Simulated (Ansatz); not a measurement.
The figure comes from a scan of SnSe2 (CdI2 type): volume and axial ratio are varied about the relaxed values (subscript 0). Calculation: PBE-D3(BJ) (plane waves to 420 eV, PAW, scalar-relativistic; Ansatz, a first-principles code). k mesh 10×10×6 (Γ-centred), Fermi-Dirac smearing 0.05 eV. Energies are smeared free energies. As the atoms are clamped, bonds stretch with the cell, which overstates energies and stresses. As the smearing reaches across the gap at some points, the response to shear is sensitive to the k mesh, so small differences along c/a are uncertain. SnSe2 was relaxed with its symmetry unable to fall. The zero of ΔE is the relaxed starting cell.

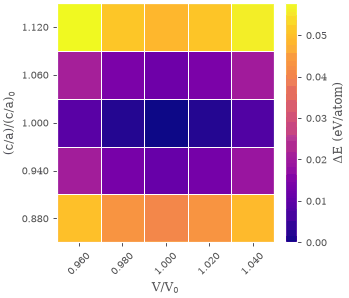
*ΔE (eV/atom), one tile a computed point.*

### Question
Read the plotted values off the figure, to the accuracy that the plot allows.

### Answer
To the nearest 0.005:

ΔE (eV/atom), with V/V₀ across and (c/a)/(c/a)₀ down:

| (c/a)/(c/a)₀ \ V/V₀ | 0.960 | 0.980 | 1.000 | 1.020 | 1.040 |
|---|---|---|---|---|---|
| 0.880 | 0.050 | 0.045 | 0.040 | 0.045 | 0.050 |
| 0.940 | 0.020 | 0.015 | 0.010 | 0.015 | 0.020 |
| 1.000 | 0.010 | 0.000 | 0.000 | 0.000 | 0.010 |
| 1.060 | 0.020 | 0.015 | 0.010 | 0.015 | 0.020 |
| 1.120 | 0.060 | 0.050 | 0.050 | 0.050 | 0.055 |

(Under strain, the slope of the energy per volume gives the stress and its curvature an elastic modulus.)
